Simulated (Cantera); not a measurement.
A closed system holds: 1 mol SiC, 0.43 mol Si, 5.9 mol N2, equilibrated at 0.0180 bar.

Cantera equilibrium calculation (NASA polynomials, part measured and part estimated; ideal gas, pure solids and liquids). Candidate condensed phases: C, Si, SiC, Si3N4; 20 gas species. Mutual solubility and eutectic melting of coexisting phases are not modelled. The tables' values for SiN are old estimates; treat these amounts as uncertain. Equilibrium is a limit: real reactors are often held back by kinetics, nucleation or transport.

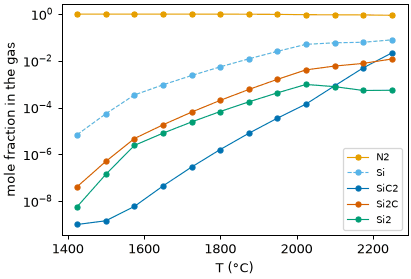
Figure. Equilibrium gas composition (values under 1e-9 drawn at 1e-9)

From 1425 °C to 1500 °C the condensed part is SiC(s) + Si3N4(s). From 1575 °C to 2025 °C the condensed part is Si(l) + SiC(s). From 2100 °C to 2175 °C the condensed part is SiC(s). At 2250 °C the condensed part is C(graphite) + SiC(s). The main Si-bearing gas is Si throughout.
